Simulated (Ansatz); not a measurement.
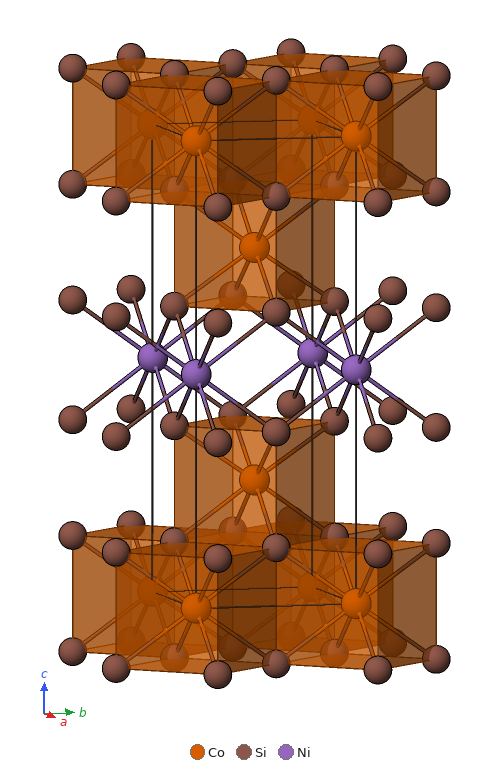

The figure gives a polyhedral picture of the atoms, viewed slightly off an axis. The lines enclose the conventional unit cell; boundary atoms appear with their images. A few atoms beyond the faces are included.

Co3Si8Ni, space group P4/mmm (No. 123), a = 3.795 Å, b = 3.795 Å, c = 10.757 Å, α = 90.00°, β = 90.00°, γ = 90.00°. Its origin is a structure type filled with these elements by a generator (whether the compound takes this form wasn't checked). Earlier steps of the study, as a rule a relaxation of our own, may have changed the cell and positions, so they can lie some per cent off the listed ones. It was run through Ansatz as a DFT input.

This one geometry was computed with Ansatz (DFT, plane waves, PAW) at three levels of theory: PBEsol, PBE and r2SCAN.

Q: Which level gives the highest pressure at this volume, and what does that say about its equilibrium volume?

A: Highest: PBE (0.0 GPa), which points to the largest equilibrium volume. Lowest, with the smallest volume: PBEsol (-4.8 GPa) and r2SCAN (-4.8 GPa). Levels within 0.5 GPa of each other can't be told apart.

Q: How does the band gap change with the level of theory?

A: All levels give a metal.

Q: Collect the results in a table.

A:
| level | cutoff (eV) | k-mesh of the run's cell | gap (eV) | pressure (GPa) |
| --- | --- | --- | --- | --- |
| PBEsol | 420 | 10×10×4 | metal | -4.8 |
| PBE | 420 | 10×10×4 | metal | 0.0 |
| r2SCAN | 500 | 10×10×4 | metal | -4.8 |

Gaps are taken on the k-mesh or band path of each run.
